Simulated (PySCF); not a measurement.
**CH6Si, SMILES `C[SiH3]`: what the electrons do**

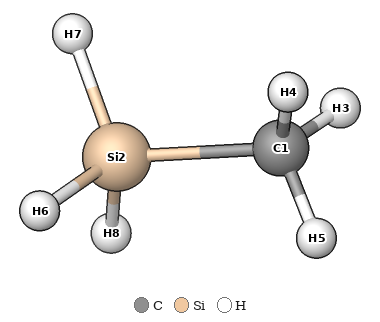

The molecule, with its atoms numbered as below. No frequency check shows the geometry to be a minimum.

Coordinates in Å:

```
C1      -1.2503   -0.0001    0.0000
Si2      0.6452    0.0000    0.0000
H3      -1.6452   -0.1097    1.0064
H4      -1.6452    0.9265   -0.4081
H5      -1.6453   -0.8166   -0.5983
H6       1.1352    0.1536   -1.3718
H7       1.1352    1.1112    0.8189
H8       1.1351   -1.2648    0.5529
```

## 1. Bonding charge

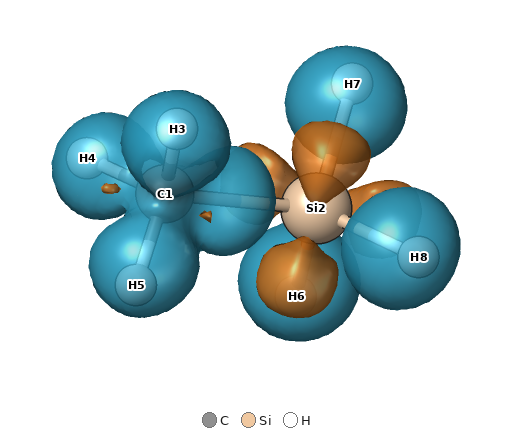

Deformation density (molecule less spherical, spin-averaged free atoms at the same positions), surfaces at ±0.08 e/Å³; light blue: gain, orange: loss.

Level of theory: TPSS/6-311+G** (PySCF), at a geometry from GFN2-xTB.

> Describe the bonding that the map shows.

C1–H5, C1–H3 and C1–H4: +0.63 e/Å³ at the bond critical point (bond length 1.09 Å). Si2–H6, Si2–H8 and Si2–H7: +0.19 e/Å³ at the bond critical point (bond length 1.47 Å). C1–Si2: +0.16 e/Å³ at the bond critical point (bond length 1.90 Å). In all, 1.7 electrons gather in the regions of gain relative to the promolecule.

## 2. Bond critical points

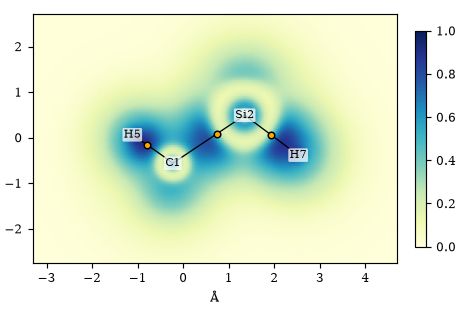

Localised orbital locator (LOL) in the plane of C1, Si2, H5 and H7, with bond paths and bond critical points (dots).

> Rank the bonds in the plane by LOL at their critical points.

C1–H5: about 0.87; C1–Si2: about 0.39; Si2–H7: about 0.38. Values above 0.5 mark slow, localised electrons, as in shared pairs; low values at a critical point mark a polar or closed-shell contact whose critical point lies between the shells.

> Where along C1–H5 does the critical point lie?

0.68 Å from C1 and 0.40 Å from H5.

## 3. Local ionisation energy

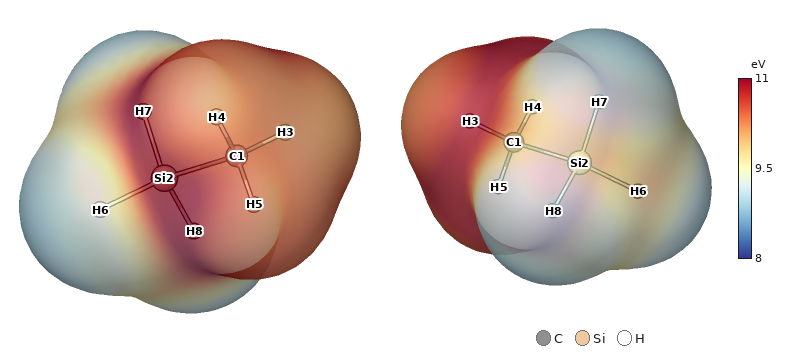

Average local ionisation energy on the surface of electron density 0.001 a.u. (back view left, front view right).

> Locate the minima of the map.

The lowest value is 8.9 eV, 1.5 Å from H6, and at like points elsewhere. Further minima include 9.9 eV, near H5 (1.80 Å), H4 (1.87 Å), H3 (1.97 Å) and C1 (1.98 Å). For comparison, the highest occupied orbital lies at −8.0 eV.

> What volume does the surface enclose, and what is the dipole moment?

About 84 Å³; the dipole moment is 0.6 D.

## 4. Excited states

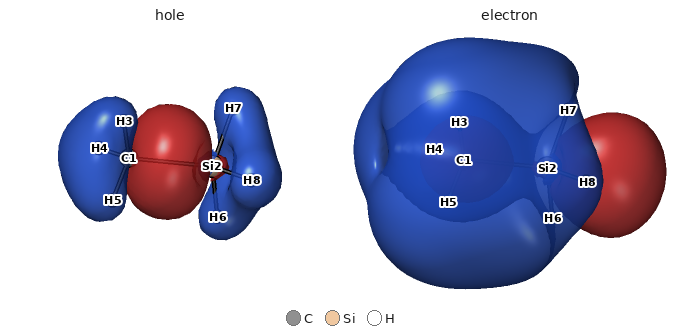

Leading natural transition orbital pair of S₁ (TDA singlet states); the surfaces enclose about 85 % of each orbital's density.

Method: CAM-B3LYP/def2-SVP; geometry: GFN2-xTB; program: PySCF. Without diffuse functions Rydberg states are missing, so the states' numbers hold for this basis only.

> Where does the state lie, and where do hole and electron sit?

9.35 eV (133 nm), f = 0.228 (bright), partly diffuse acceptor orbital, which a basis without diffuse functions describes poorly; the leading pair carries 99 %; hole on C1 (45 %), Si2 (30 %) and H3, H4 and H5 (5 % each), electron on Si2 (33 %), C1 (16 %) and H3, H4 and H5 (11 % each) (atom shares of so diffuse an orbital are rough); their centroids lie 0.1 Å apart; S₂ and S₃ lie within 0.1 eV of it. In canonical orbitals it is mainly HOMO → LUMO (96 %). The HOMO–LUMO gap is 12.73 eV.

## 5. Removing or adding an electron

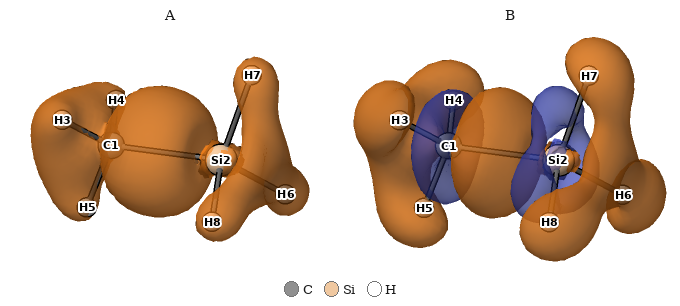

The Fukui function f⁻ from two separate SCF calculations and the density of the HOMO, at ±0.03 e/Å³ (orange positive, blue negative).

Computed with PySCF, r2SCAN/def2-SVP, geometry: GFN2-xTB.

> Which panel is which, and how good is the frozen-orbital picture?

B is f⁻ (it has negative regions), A the HOMO density. The HOMO lies on C1 (43 %) and Si2 (30 %); f⁻ (Hirshfeld-condensed) is largest on Si2 (0.24) and C1 (0.23); the vertical ionisation energy is 11.45 eV. Relaxation shifts 26 % of the electron between atoms. The orbital energy is −8.12 eV.

## 6. Localised orbitals

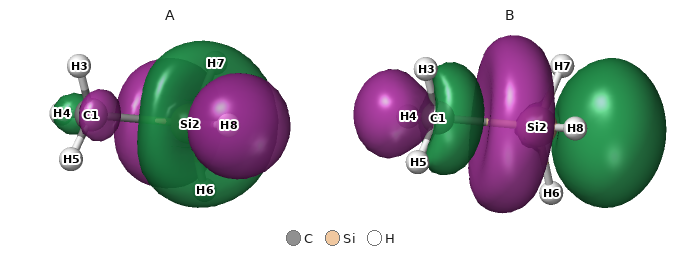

Intrinsic bond orbitals (IBO), occupied and valence-virtual; each surface holds about 85 % of the orbital's density. Energies are diagonal elements of the Fock matrix.

Method: B3LYP/def2-SVP; geometry: GFN2-xTB; program: PySCF.

> Identify each orbital.

By panel:
- A: σ* orbital Si2–H8 (Si2 56 %, H8 43 %; 5.7 eV)
- B: σ* orbital Si2–C1, mostly on Si2 (Si2 64 %, C1 35 %; 4.7 eV)

## 7. Stretching a bond

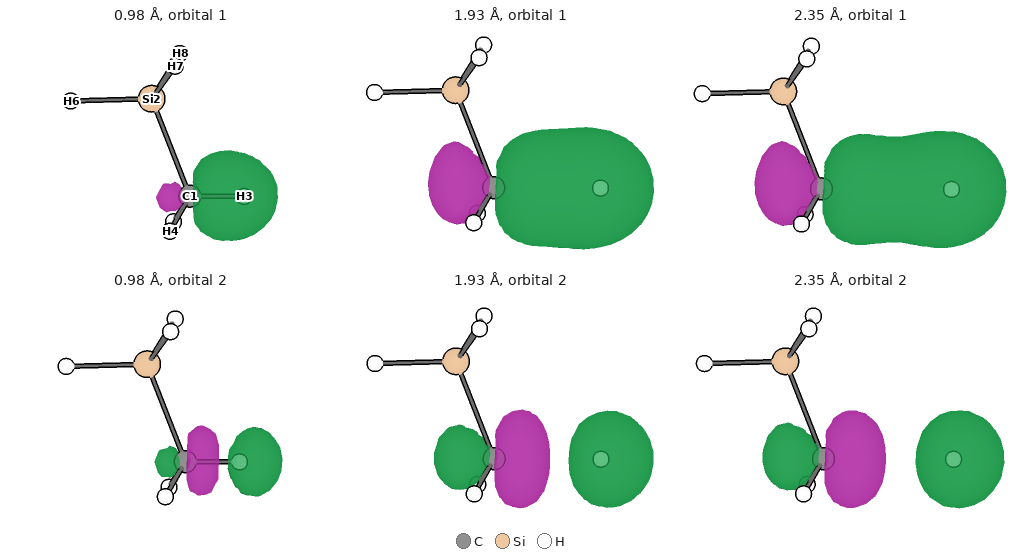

Rigid stretch of the C1–H3 bond. The two CASSCF(2,2) natural orbitals nearest half filling (orbital 1 the more occupied).

Computed with PySCF, def2-SVP basis, geometry: GFN2-xTB.

> How do the occupations change along the stretch?

0.98 Å: 1.99 and 0.01; 1.93 Å: 1.83 and 0.17; 2.35 Å: 1.62 and 0.38. At the longest distance computed (3.00 Å) they are 1.30 and 0.70, and the effective number of unpaired electrons is 1.7.

> Where does the UHF solution part from RHF?

Between 1.66 Å (⟨S²⟩ = 0, the two coincide) and 1.93 Å (⟨S²⟩ = 0.56); at 3.00 Å ⟨S²⟩ is 0.99 and UHF lies 3.4 eV below RHF.

> How much energy does the stretch cost?

By CASSCF, 4.2 eV from the lowest point of the scan (1.07 Å) to 3.00 Å; RHF gives 7.2 eV from its own lowest point. The fragments aren't relaxed and dynamic correlation is missing, so this isn't a bond dissociation energy.

The PySCF runs shown took 5 s, 13 s, 27 s, 1.8 s and 18 s on 1 thread of AMD EPYC 9R45 96-Core Processor (Zen 5), on a shared host.
